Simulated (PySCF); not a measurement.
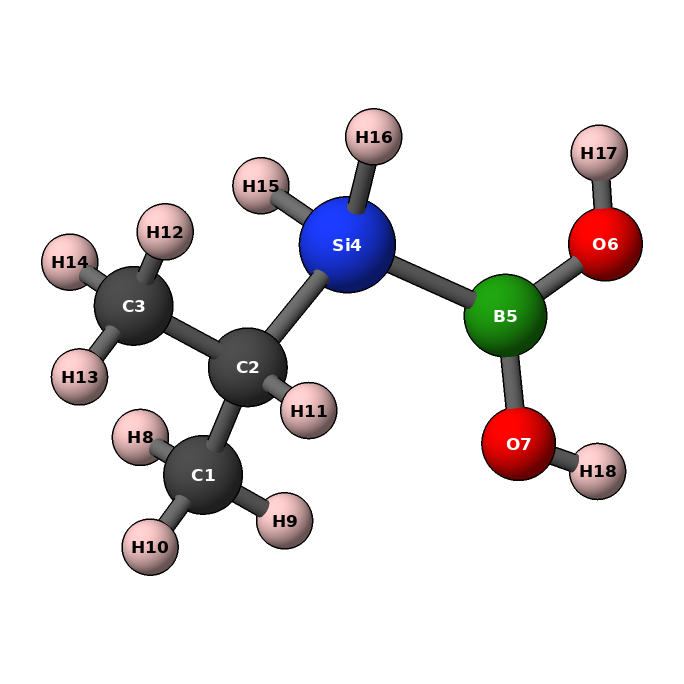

The computed structure is the end point of a GFN2-xTB optimisation. No frequency run is at hand to confirm it as a minimum. Properties computed with GIAO PBE0/pcSseg-1 NMR shielding, non-relativistic, gas phase (PySCF 2.14.0). Principal shieldings σ11 ≤ σ22 ≤ σ33, span Ω = σ33 − σ11, skew κ = 3(σiso − σ22)/Ω.

Give the shielding tensors of the Si atoms.

```tsv
atom	σ11	σ22	σ33	σiso	Ω	κ
Si4	375.2	388.2	505.5	423.0	130.3	0.80
```

Shieldings and span in ppm.

The geometry is semi-empirical. Around B, Si such bond lengths and angles can be off by a tenth of an ångström or more and by several degrees, and values that hang on the shape move with them.
